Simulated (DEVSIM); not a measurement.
System: abrupt Ge n-p junction, at 250 K.

```csv
layer (left to right),material,thickness (μm),Nd (cm⁻³),Na (cm⁻³),τn (s),τp (s)
1,Ge,1.40,7.6e16,-,1.6e-6,1.6e-6
2,Ge,2.30,-,2.4e16,1.6e-6,1.6e-6
```

Left contact: ohmic. Right contact: ohmic. Voltage is applied to the left contact. Recombination: SRH at mid-gap. Mobility is constant in doping.

This is a model device: material constants are rounded textbook-type values typed into the input, and sizes, dopings and lifetimes were drawn at random. Values at 300 K; Nc and Nv go as T^1.5, mobilities as T to minus their exponent, the gap by Varshni's rule with the affinity fixed.

```tsv
parameter	Ge
gap (eV)	0.664
affinity (eV)	4
permittivity	16
Nc (cm⁻³)	1.04e19
Nv (cm⁻³)	6e18
μn (cm²/Vs)	3900
μp (cm²/Vs)	1900
T exponent of μn	1.66
T exponent of μp	2.33
Varshni α (eV/K)	0.000477
Varshni β (K)	235
```

Simulated with DEVSIM: 1D drift-diffusion, Boltzmann statistics, complete ionisation; no tunnelling, impact ionisation, image-force lowering or self-heating.

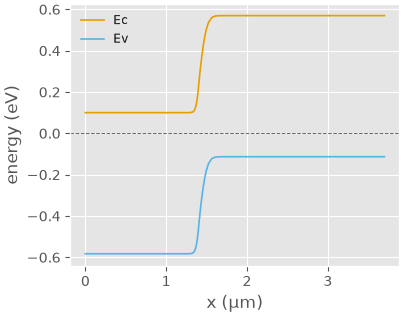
*Band edges at zero bias*

Energies count from the Fermi level of the right contact; mesh points crowd at the junctions.

| x (μm) | Ec (eV) | Ev (eV) | n (cm⁻³) | p (cm⁻³) | field (V/cm) |
|---|---|---|---|---|---|
| 0.000 | 0.100 | -0.583 | 7.6e16 | 8200000 | ≈ 0 |
| 0.02186 | 0.100 | -0.583 | 7.6e16 | 8200000 | ≈ 0 |
| 0.06290 | 0.100 | -0.583 | 7.6e16 | 8200000 | ≈ 0 |
| 0.1400 | 0.100 | -0.583 | 7.6e16 | 8200000 | ≈ 0 |
| 0.3522 | 0.100 | -0.583 | 7.6e16 | 8200000 | ≈ 0 |
| 0.6834 | 0.100 | -0.583 | 7.6e16 | 8200000 | ≈ 0 |
| 1.023 | 0.100 | -0.583 | 7.6e16 | 8200000 | ≈ 0 |
| 1.249 | 0.100 | -0.583 | 7.6e16 | 8200000 | 15 |
| 1.331 | 0.104 | -0.579 | 6.3e16 | 9900000 | 2500 |
| 1.375 | 0.146 | -0.537 | 8.9e15 | 7.0e7 | 22000 |
| 1.398 | 0.219 | -0.464 | 3.1e14 | 2.0e9 | 41000 |
| 1.428 | 0.331 | -0.351 | 1.6e12 | 3.8e11 | 34000 |
| 1.475 | 0.463 | -0.220 | 3.8e9 | 1.7e14 | 22000 |
| 1.564 | 0.560 | -0.123 | 4.0e7 | 1.5e16 | 3200 |
| 1.811 | 0.570 | -0.113 | 2.6e7 | 2.4e16 | ≈ 0 |
| 2.201 | 0.570 | -0.113 | 2.6e7 | 2.4e16 | ≈ 0 |
| 2.837 | 0.570 | -0.113 | 2.6e7 | 2.4e16 | ≈ 0 |
| 3.256 | 0.570 | -0.113 | 2.6e7 | 2.4e16 | ≈ 0 |
| 3.522 | 0.570 | -0.113 | 2.6e7 | 2.4e16 | ≈ 0 |
| 3.618 | 0.570 | -0.113 | 2.6e7 | 2.4e16 | ≈ 0 |
| 3.668 | 0.570 | -0.113 | 2.6e7 | 2.4e16 | ≈ 0 |
| 3.700 | 0.570 | -0.113 | 2.6e7 | 2.4e16 | ≈ 0 |
